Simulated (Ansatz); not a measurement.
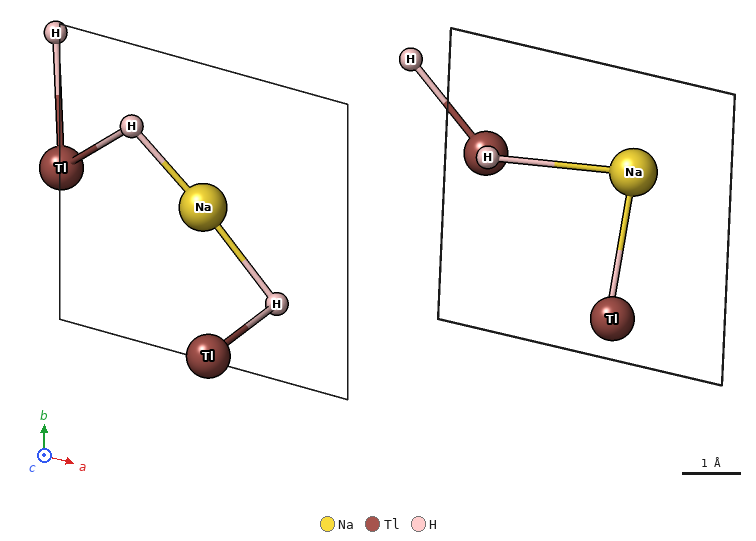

Two geometries of a crystal of NaTl$_{2}$H$_{3}$ (built on the CeAl2Cu3-65 type type), drawn at one scale. One is the start of a relaxation, the other its converged end. A ball-and-stick model of the cell of the calculation, seen along the c axis.

All numbers below come from DFT, PBEsol, plane waves, PAW (Ansatz 0.2.0). (plane-wave cutoff 420 eV; k-point mesh 4 × 4 × 4; occupations fermi dirac; smearing width 0.05 eV; no spin polarisation; cell and atoms relaxed; force threshold 0.01 eV/Å; at most 120 steps)

### Which one is relaxed?

The right one is the relaxed one. Case: shaken. The energy falls by 210 meV per atom in 11 accepted moves (12 points after the start). The largest force component goes from 0.75 to 0.0042 eV/Å. Pressure: 1.41 GPa at the start and 0.00 GPa at the end. The SCF was repeated once at an unchanged geometry on a basis and grid sized afresh for the cell, which shifted the energy by less than 0.05 meV per atom at most. The atom that moves furthest relative to the cell is the Na atom (0.97 Å along [1 1 0]). Largest moves by element: Na 0.97 Å, H 0.90 Å, Tl 0.75 Å. The drawn cell changes as follows: a 5.185 → 5.058 Å (−2.4 %), b 5.123 → 5.049 Å (−1.4 %), c 4.054 → 4.104 Å (+1.2 %), α 90.3° → 90.0°, β 90.3° → 90.0°, γ 105.6° → 100.7°; the volume changes by −0.7 %. Some distances before and after: H–Na 3.757 → 2.561 Å, H–Na 3.617 → 2.451 Å, H–Na 3.676 → 2.565 Å, H–Na 3.520 → 2.452 Å. New bonds form, among them: H–Tl (2.52 → 2.08 Å), H–Tl (2.55 → 2.05 Å), H–Tl (2.57 → 2.05 Å). Within 0.06 Å the space group is P1 at the start and Amm2 at the end; at a tighter tolerance small leftover displacements or strains of the cell lower it. The run took 66 s on 2 threads of Arm Neoverse V1, with other jobs on the host, peak memory 0.39 GiB.

Limits of the set-up: the k-point mesh is coarse for a cell with partly filled bands.
